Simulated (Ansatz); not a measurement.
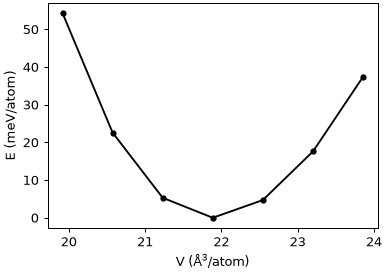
*Ta4GaSe8 in space group F-43m (No. 216; Ta on 16e, Ga on 4b, Se on 16e, Se on 16e) under volume change, r²SCAN in the plane-wave PAW code Ansatz, shape and atoms relaxed at each volume.*

### Question
What does a third-order Birch–Murnaghan fit give for V₀, B₀ and B′?

### Answer
V₀ = 21.89 Å³/atom, B₀ = 80.7 GPa, B′ = 5.2.

The first step of the workflow began from a Materials Project structure, measured or hypothetical; the Crystallography Open Database files this formula in space group No. 216, but the cells were not matched. Whether it is the stable phase at ambient conditions was not checked. Symmetry was held in the r²SCAN relaxation; its stability against distortions is not shown here. The run is not spin-polarised. Scalar-relativistic: spin–orbit coupling is off unless named, which matters more the heavier the elements.

Potentials: the earlier of the program's two PAW sets.
